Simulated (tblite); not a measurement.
Geometry relaxation of Ge₂H₃ClO

System: Ge₂H₃ClO, SMILES [Cl][Ge][O][GeH3].
Method: GFN2-xTB geometry optimisation, gas phase (tblite 0.8.0).

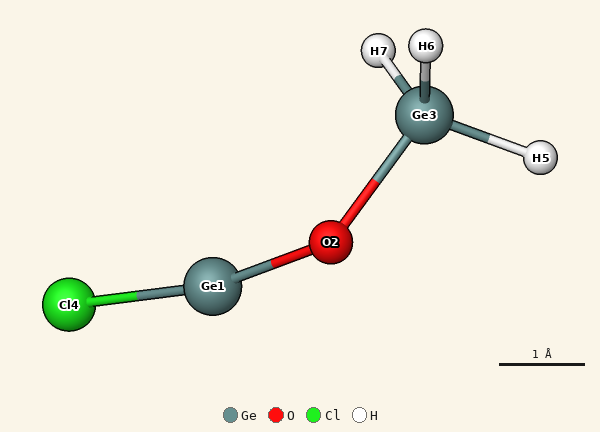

Fig. 1: The input geometry (ball-and-stick view, seen at a tilt; atoms are numbered from 1 in the order of the input). Sticks mark near contacts.

Key numbers:

| quantity | value |
| --- | --- |
| outcome | converged |
| total energy | −384.7608 eV |
| hardware | 1 CPU thread, shared host |
| wall time | 1.5 s |
| peak memory | 0.18 GiB |

Input file:
```
{"job": {"kind": "relax", "xc": "GFN2-xTB", "basis": "xTB"}, "charge": 0, "multiplicity": 1}
Ge     1.561966    -1.261869     1.615738
O      1.906213    -1.810295    -0.136798
Ge     1.725245    -0.711090    -1.678768
Cl     1.290764    -0.248495     3.555824
H      0.572622    -1.249897    -2.486577
H      2.997580    -0.774818    -2.458447
H      1.413502     0.689654    -1.223309
```

The first line tells a small driver script what to run in tblite; the rest is the geometry in Å.

Launch command:
```bash
OMP_NUM_THREADS=1 python <driver script> task.json out
```

Output:
```
step      E/eV     max force
  0    -383.09198    2.571
  1    -383.26852    2.094
  2    -383.51633    2.294
  3    -383.59880    1.122
  4    -383.72375    1.067
  5    -383.93467    1.121
  6    -384.01367    1.393
  7    -384.12423    1.430
  8    -384.33365    1.212
  9    -384.44851    0.754
 10    -384.49061    0.797
 11    -384.56723    0.785
 12    -384.63414    0.926
 13    -384.67460    0.671
 14    -384.68848    0.363
 15    -384.69946    0.356
 16    -384.71062    0.420
 17    -384.72736    0.527
 18    -384.73775    0.347
 19    -384.74152    0.151
 20    -384.74259    0.080
 21    -384.74312    0.104
 22    -384.74411    0.141
 23    -384.74519    0.120
 24    -384.74605    0.086
 25    -384.74651    0.069
 26    -384.74684    0.064
 27    -384.74724    0.081
 28    -384.74784    0.081
 29    -384.74883    0.135
 30    -384.75045    0.179
 31    -384.75257    0.181
 32    -384.75437    0.122
 33    -384.75534    0.084
 34    -384.75569    0.078
 35    -384.75614    0.089
 36    -384.75687    0.108
 37    -384.75778    0.111
 38    -384.75851    0.073
 39    -384.75880    0.026
 40    -384.75887    0.025
 41    -384.75893    0.026
 42    -384.75907    0.041
 43    -384.75934    0.064
 44    -384.75981    0.082
 45    -384.76032    0.069
 46    -384.76062    0.036
 47    -384.76070    0.019
 48    -384.76072    0.018
 49    -384.76075    0.023
 50    -384.76078    0.020
 51    -384.76080    0.010
 52    -384.76081    0.002
```

Trajectory as extended XYZ (Å, eV, eV/Å), 27 frames, from step=0 to step=52:
```
7
Properties=species:S:1:pos:R:3:forces:R:3 step=0 energy=-383.09198
Ge    1.5620   -1.2619    1.6157    0.0920  -1.7970  -0.4810
O     1.9062   -1.8103   -0.1368   -0.2750   2.0040  -1.5880
Ge    1.7252   -0.7111   -1.6788    0.0280  -1.0900   0.7410
Cl    1.2908   -0.2485    3.5558   -0.0910   0.9990   0.9980
H     0.5726   -1.2499   -2.4866    0.0500  -0.0590   0.1640
H     2.9976   -0.7748   -2.4584    0.1460  -0.0410   0.0990
H     1.4135    0.6897   -1.2233    0.0500  -0.0150   0.0670
7
Properties=species:S:1:pos:R:3:forces:R:3 step=2 energy=-383.51633
Ge    1.5685   -1.4007    1.5959    0.0330  -0.8560   0.5690
O     1.8839   -1.6597   -0.2406   -0.0720  -0.0770   1.7690
Ge    1.7283   -0.7722   -1.6363   -0.1250   1.5270  -1.7080
Cl    1.2864   -0.1785    3.6107    0.1150   0.0220  -0.7800
H     0.5759   -1.2568   -2.4734   -0.0040  -0.1720   0.1030
H     3.0059   -0.7794   -2.4479   -0.0430  -0.1250   0.1860
H     1.4190    0.6805   -1.2206    0.0960  -0.3190  -0.1410
7
Properties=species:S:1:pos:R:3:forces:R:3 step=4 energy=-383.72375
Ge    1.5707   -1.4471    1.6148    0.0610  -0.9470   0.4880
O     1.8779   -1.6424   -0.1924   -0.2280   0.8190   0.3290
Ge    1.7243   -0.7286   -1.6850   -0.0230   0.2640  -0.0090
Cl    1.2903   -0.1708    3.5865    0.0990   0.0840  -0.7100
H     0.5752   -1.2641   -2.4692   -0.0880  -0.1780  -0.0010
H     3.0068   -0.7845   -2.4413    0.1580  -0.1040   0.0180
H     1.4226    0.6705   -1.2257    0.0200   0.0620  -0.1150
7
Properties=species:S:1:pos:R:3:forces:R:3 step=6 energy=-384.01367
Ge    1.5834   -1.6782    1.6762    0.0770   0.1160   0.1930
O     1.8373   -1.4748   -0.1124   -0.2620   0.4590   0.1350
Ge    1.7150   -0.6555   -1.7655    0.0320  -0.7690   1.1610
Cl    1.3042   -0.1174    3.5079    0.1590  -0.5360  -1.1820
H     0.5691   -1.2963   -2.4542   -0.1000  -0.1580  -0.1060
H     3.0268   -0.8057   -2.4221    0.2800  -0.1190  -0.1250
H     1.4321    0.6611   -1.2423   -0.1850   1.0080  -0.0760
7
Properties=species:S:1:pos:R:3:forces:R:3 step=8 energy=-384.33365
Ge    1.6011   -1.8333    1.7527    0.0600   0.5420  -0.3340
O     1.7800   -1.3211    0.0033   -0.1230  -0.0850  -0.0590
Ge    1.7090   -0.6462   -1.7296    0.0170  -0.0940   1.2080
Cl    1.3345   -0.1453    3.2998    0.1170  -0.5120  -0.8370
H     0.5559   -1.3383   -2.4523    0.2820   0.0860   0.2020
H     3.0662   -0.8360   -2.4165   -0.3480  -0.0460   0.2750
H     1.4212    0.7534   -1.2697   -0.0050   0.1090  -0.4550
7
Properties=species:S:1:pos:R:3:forces:R:3 step=10 energy=-384.49061
Ge    1.6129   -1.8571    1.7745    0.1040  -0.2400  -0.5150
O     1.7480   -1.2699    0.0592   -0.0160  -0.1070  -0.2000
Ge    1.7069   -0.6573   -1.6361   -0.0480   0.3470   0.3080
Cl    1.3559   -0.1971    3.1421    0.0040   0.1880  -0.2090
H     0.5624   -1.3531   -2.4440    0.4370   0.2050   0.4670
H     3.0702   -0.8526   -2.4037   -0.5700  -0.0050   0.5580
H     1.4115    0.8203   -1.3044    0.0890  -0.3880  -0.4090
7
Properties=species:S:1:pos:R:3:forces:R:3 step=12 energy=-384.63414
Ge    1.6342   -1.9218    1.7348    0.0610  -0.1560  -0.2810
O     1.7182   -1.2240    0.0807    0.0630  -0.3290   0.3140
Ge    1.6998   -0.6313   -1.5392   -0.0480   0.0790  -0.9220
Cl    1.3732   -0.2093    3.0004   -0.0120   0.1650  -0.0520
H     0.6148   -1.3441   -2.3839    0.2110   0.1630   0.4720
H     3.0136   -0.8671   -2.3301   -0.2660   0.0170   0.5530
H     1.4141    0.8308   -1.3750   -0.0090   0.0620  -0.0850
7
Properties=species:S:1:pos:R:3:forces:R:3 step=14 energy=-384.68848
Ge    1.6447   -1.9519    1.7030    0.0170   0.0340   0.0130
O     1.7122   -1.2249    0.0914    0.0670  -0.1750  -0.1170
Ge    1.6944   -0.6136   -1.5410   -0.0610  -0.0820  -0.2370
Cl    1.3780   -0.2030    2.9530    0.0080  -0.0230  -0.0910
H     0.6455   -1.3314   -2.3369   -0.1980  -0.0650   0.1640
H     2.9767   -0.8711   -2.2732    0.2400  -0.0450   0.2520
H     1.4163    0.8291   -1.4085   -0.0740   0.3550   0.0160
7
Properties=species:S:1:pos:R:3:forces:R:3 step=16 energy=-384.71062
Ge    1.6485   -1.9548    1.6976    0.0270  -0.0380  -0.0080
O     1.7163   -1.2413    0.0863    0.0380  -0.0520  -0.3510
Ge    1.6888   -0.6119   -1.5596   -0.0190   0.2800   0.3120
Cl    1.3798   -0.2038    2.9330   -0.0040   0.0470  -0.0360
H     0.6359   -1.3340   -2.3139   -0.3240  -0.1540  -0.0090
H     2.9872   -0.8754   -2.2405    0.2870  -0.0520   0.1240
H     1.4113    0.8545   -1.4152   -0.0060  -0.0310  -0.0310
7
Properties=species:S:1:pos:R:3:forces:R:3 step=18 energy=-384.73775
Ge    1.6587   -1.9613    1.6782    0.0360  -0.0610  -0.0690
O     1.7252   -1.2763    0.0536   -0.0200   0.0190  -0.1320
Ge    1.6787   -0.5905   -1.5650    0.0450   0.1910   0.2860
Cl    1.3828   -0.2015    2.8918   -0.0120   0.0900  -0.0050
H     0.6038   -1.3448   -2.2690   -0.1700  -0.0260  -0.0720
H     3.0160   -0.8857   -2.1682    0.0940   0.0250   0.0130
H     1.4027    0.8933   -1.4338    0.0280  -0.2380  -0.0190
7
Properties=species:S:1:pos:R:3:forces:R:3 step=20 energy=-384.74259
Ge    1.6621   -1.9647    1.6697    0.0240  -0.0010  -0.0200
O     1.7252   -1.2810    0.0450   -0.0190  -0.0180   0.0480
Ge    1.6787   -0.5825   -1.5549    0.0070  -0.0580  -0.0110
Cl    1.3830   -0.1977    2.8835   -0.0030   0.0300  -0.0410
H     0.5958   -1.3451   -2.2625   -0.0400   0.0670  -0.0140
H     3.0206   -0.8857   -2.1544    0.0320   0.0470   0.0150
H     1.4025    0.8899   -1.4388   -0.0010  -0.0680   0.0230
7
Properties=species:S:1:pos:R:3:forces:R:3 step=22 energy=-384.74411
Ge    1.6646   -1.9661    1.6682    0.0160   0.0140   0.0410
O     1.7228   -1.2808    0.0481   -0.0090  -0.0250   0.0110
Ge    1.6800   -0.5859   -1.5517   -0.0030  -0.1150  -0.0820
Cl    1.3826   -0.1940    2.8799    0.0010   0.0020  -0.0510
H     0.5906   -1.3392   -2.2658    0.0070   0.0680   0.0130
H     3.0243   -0.8811   -2.1546    0.0020   0.0310   0.0320
H     1.4030    0.8804   -1.4365   -0.0130   0.0250   0.0370
7
Properties=species:S:1:pos:R:3:forces:R:3 step=24 energy=-384.74605
Ge    1.6710   -1.9681    1.6672    0.0100   0.0090   0.0840
O     1.7195   -1.2872    0.0493   -0.0040  -0.0290  -0.0590
Ge    1.6808   -0.5950   -1.5527   -0.0030  -0.0260  -0.0390
Cl    1.3824   -0.1877    2.8650    0.0010  -0.0020  -0.0400
H     0.5777   -1.3273   -2.2652    0.0360   0.0220  -0.0020
H     3.0347   -0.8731   -2.1437   -0.0360  -0.0020   0.0180
H     1.4017    0.8715   -1.4323   -0.0050   0.0280   0.0380
7
Properties=species:S:1:pos:R:3:forces:R:3 step=26 energy=-384.74684
Ge    1.6746   -1.9672    1.6700    0.0150  -0.0100   0.0270
O     1.7188   -1.2949    0.0452   -0.0080  -0.0400  -0.0270
Ge    1.6805   -0.5984   -1.5555   -0.0050   0.0540   0.0340
Cl    1.3823   -0.1850    2.8561   -0.0040   0.0300  -0.0190
H     0.5731   -1.3218   -2.2635    0.0200  -0.0080  -0.0340
H     3.0380   -0.8704   -2.1355   -0.0240  -0.0140  -0.0120
H     1.4005    0.8707   -1.4290    0.0050  -0.0110   0.0310
7
Properties=species:S:1:pos:R:3:forces:R:3 step=28 energy=-384.74784
Ge    1.6795   -1.9649    1.6771    0.0220  -0.0320  -0.0710
O     1.7172   -1.3079    0.0391   -0.0100  -0.0570   0.0540
Ge    1.6800   -0.5989   -1.5552   -0.0180   0.0420   0.0580
Cl    1.3815   -0.1796    2.8464   -0.0110   0.0730   0.0060
H     0.5728   -1.3153   -2.2674    0.0080  -0.0200  -0.0470
H     3.0367   -0.8682   -2.1315    0.0060  -0.0180  -0.0330
H     1.4001    0.8679   -1.4208    0.0040   0.0120   0.0340
7
Properties=species:S:1:pos:R:3:forces:R:3 step=30 energy=-384.75045
Ge    1.6957   -1.9615    1.6922    0.0200  -0.0400  -0.1730
O     1.7101   -1.3476    0.0297   -0.0070  -0.0580   0.1310
Ge    1.6777   -0.6001   -1.5467   -0.0310  -0.0650   0.0170
Cl    1.3780   -0.1572    2.8189   -0.0160   0.0990   0.0210
H     0.5746   -1.2969   -2.2863    0.0110  -0.0230  -0.0210
H     3.0323   -0.8622   -2.1275    0.0310  -0.0160  -0.0330
H     1.3994    0.8587   -1.3926   -0.0090   0.1030   0.0590
7
Properties=species:S:1:pos:R:3:forces:R:3 step=32 energy=-384.75437
Ge    1.7233   -1.9600    1.7039   -0.0090   0.0120  -0.1220
O     1.6979   -1.4130    0.0217    0.0000   0.0090   0.0620
Ge    1.6720   -0.6053   -1.5294   -0.0170  -0.0970  -0.0470
Cl    1.3722   -0.1161    2.7710   -0.0030   0.0290  -0.0140
H     0.5771   -1.2698   -2.3147    0.0180  -0.0280   0.0330
H     3.0278   -0.8544   -2.1193    0.0150  -0.0080  -0.0030
H     1.3977    0.8518   -1.3457   -0.0040   0.0830   0.0900
7
Properties=species:S:1:pos:R:3:forces:R:3 step=34 energy=-384.75569
Ge    1.7274   -1.9612    1.6981   -0.0180   0.0260  -0.0090
O     1.6961   -1.4222    0.0222   -0.0030   0.0410  -0.0400
Ge    1.6700   -0.6077   -1.5276    0.0110   0.0120  -0.0200
Cl    1.3715   -0.1083    2.7606    0.0050  -0.0130  -0.0330
H     0.5763   -1.2690   -2.3150    0.0030  -0.0340   0.0250
H     3.0296   -0.8548   -2.1147   -0.0110  -0.0030   0.0040
H     1.3971    0.8564   -1.3359    0.0120  -0.0280   0.0720
7
Properties=species:S:1:pos:R:3:forces:R:3 step=36 energy=-384.75687
Ge    1.7293   -1.9601    1.6929   -0.0210   0.0330   0.0190
O     1.6943   -1.4265    0.0179    0.0010   0.0270  -0.0450
Ge    1.6691   -0.6088   -1.5302    0.0080   0.0880   0.0360
Cl    1.3712   -0.1015    2.7481    0.0070  -0.0250  -0.0350
H     0.5752   -1.2723   -2.3132   -0.0040  -0.0240   0.0070
H     3.0311   -0.8555   -2.1106   -0.0110   0.0030  -0.0120
H     1.3977    0.8580   -1.3173    0.0210  -0.1010   0.0300
7
Properties=species:S:1:pos:R:3:forces:R:3 step=38 energy=-384.75851
Ge    1.7374   -1.9542    1.6901   -0.0240   0.0110   0.0120
O     1.6875   -1.4460    0.0080    0.0160  -0.0110   0.0000
Ge    1.6674   -0.6098   -1.5273   -0.0130   0.0620   0.0370
Cl    1.3697   -0.0826    2.7139    0.0050  -0.0080  -0.0180
H     0.5765   -1.2695   -2.3189   -0.0010   0.0040   0.0080
H     3.0291   -0.8525   -2.1064    0.0090   0.0100  -0.0260
H     1.4003    0.8478   -1.2717    0.0080  -0.0670  -0.0130
7
Properties=species:S:1:pos:R:3:forces:R:3 step=40 energy=-384.75887
Ge    1.7415   -1.9515    1.6921   -0.0230  -0.0090   0.0020
O     1.6849   -1.4582    0.0055    0.0210  -0.0110   0.0040
Ge    1.6664   -0.6105   -1.5231    0.0010  -0.0090   0.0020
Cl    1.3689   -0.0742    2.6997    0.0020   0.0080  -0.0080
H     0.5775   -1.2633   -2.3237    0.0020   0.0050   0.0180
H     3.0277   -0.8491   -2.1063    0.0040   0.0100  -0.0170
H     1.4010    0.8400   -1.2565   -0.0060   0.0060  -0.0020
7
Properties=species:S:1:pos:R:3:forces:R:3 step=42 energy=-384.75907
Ge    1.7408   -1.9512    1.6939   -0.0210  -0.0200   0.0030
O     1.6864   -1.4659    0.0052    0.0200  -0.0020  -0.0110
Ge    1.6662   -0.6117   -1.5202    0.0300  -0.0260  -0.0110
Cl    1.3688   -0.0697    2.6916    0.0000   0.0160  -0.0020
H     0.5775   -1.2590   -2.3239   -0.0070  -0.0070   0.0150
H     3.0278   -0.8459   -2.1079   -0.0140   0.0090  -0.0040
H     1.4004    0.8366   -1.2511   -0.0090   0.0300   0.0090
7
Properties=species:S:1:pos:R:3:forces:R:3 step=44 energy=-384.75981
Ge    1.7288   -1.9528    1.6965   -0.0130  -0.0300   0.0020
O     1.6982   -1.4871    0.0021    0.0180   0.0130  -0.0280
Ge    1.6687   -0.6141   -1.5135    0.0760  -0.0270  -0.0170
Cl    1.3695   -0.0551    2.6655   -0.0020   0.0240   0.0070
H     0.5764   -1.2523   -2.3154   -0.0280  -0.0290  -0.0060
H     3.0286   -0.8354   -2.1164   -0.0470   0.0080   0.0210
H     1.3977    0.8299   -1.2311   -0.0040   0.0420   0.0200
7
Properties=species:S:1:pos:R:3:forces:R:3 step=46 energy=-384.76062
Ge    1.7059   -1.9565    1.6947   -0.0030  -0.0110  -0.0010
O     1.7178   -1.4995   -0.0026    0.0160   0.0070  -0.0050
Ge    1.6754   -0.6139   -1.5103    0.0260  -0.0020  -0.0020
Cl    1.3714   -0.0432    2.6451   -0.0010   0.0090   0.0050
H     0.5744   -1.2555   -2.2983   -0.0200  -0.0180  -0.0220
H     3.0280   -0.8258   -2.1290   -0.0290   0.0060   0.0200
H     1.3950    0.8276   -1.2119    0.0110   0.0080   0.0050
7
Properties=species:S:1:pos:R:3:forces:R:3 step=48 energy=-384.76072
Ge    1.7039   -1.9571    1.6935   -0.0030   0.0010   0.0010
O     1.7195   -1.4945   -0.0023    0.0150   0.0020   0.0040
Ge    1.6762   -0.6129   -1.5122   -0.0170  -0.0010   0.0020
Cl    1.3715   -0.0456    2.6511    0.0000  -0.0020  -0.0020
H     0.5741   -1.2593   -2.2979   -0.0020  -0.0020  -0.0110
H     3.0270   -0.8270   -2.1294   -0.0040   0.0040   0.0070
H     1.3958    0.8296   -1.2150    0.0110  -0.0040  -0.0020
7
Properties=species:S:1:pos:R:3:forces:R:3 step=50 energy=-384.76078
Ge    1.7032   -1.9573    1.6937   -0.0020   0.0060   0.0010
O     1.7215   -1.4926   -0.0017    0.0070   0.0000   0.0040
Ge    1.6752   -0.6131   -1.5127   -0.0190  -0.0050   0.0000
Cl    1.3715   -0.0464    2.6537    0.0010  -0.0060  -0.0040
H     0.5736   -1.2605   -2.2999    0.0050   0.0040   0.0010
H     3.0257   -0.8268   -2.1290    0.0060   0.0010   0.0000
H     1.3973    0.8298   -1.2164    0.0040   0.0000  -0.0010
7
Properties=species:S:1:pos:R:3:forces:R:3 step=52 energy=-384.76081
Ge    1.7015   -1.9573    1.6940    0.0000   0.0020   0.0000
O     1.7245   -1.4959   -0.0021    0.0000   0.0000   0.0000
Ge    1.6743   -0.6139   -1.5115   -0.0010  -0.0020  -0.0010
Cl    1.3716   -0.0440    2.6486    0.0000  -0.0010  -0.0010
H     0.5730   -1.2596   -2.2997    0.0010   0.0010   0.0010
H     3.0251   -0.8247   -2.1289    0.0010  -0.0010   0.0000
H     1.3979    0.8286   -1.2127   -0.0010   0.0010   0.0000
```
